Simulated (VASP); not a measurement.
Band structure of VGe (relaxed from the WC structure, space group P-6m2). Method: PBEsol GGA, VASP's PBE PAW potentials (set 64) (plane waves; VASP 6.6.1).

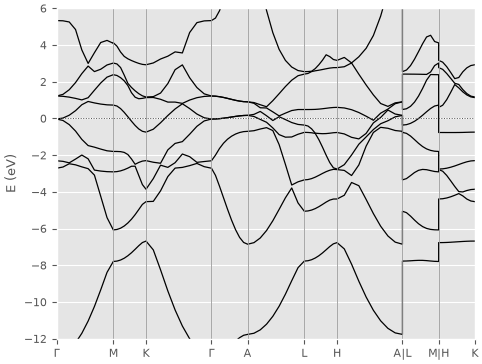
Figure: Bands along high-symmetry lines, zero at the valence-band maximum or, without a gap, the Fermi level

Question: Read the plot: is there a gap, and where are the band edges?

Answer: It has no gap at this level: it comes out as a metal or semimetal. (Edges off the drawn lines would not show.)

The structure was generated: VGe was put into the WC type (P-6m2), which need not be its known phase. It was relaxed first, which changed the volume by -14 %. The run is not spin-polarised, so no magnetic state was tried. The electron count is odd and the run is not spin-polarised, which forces a metal.
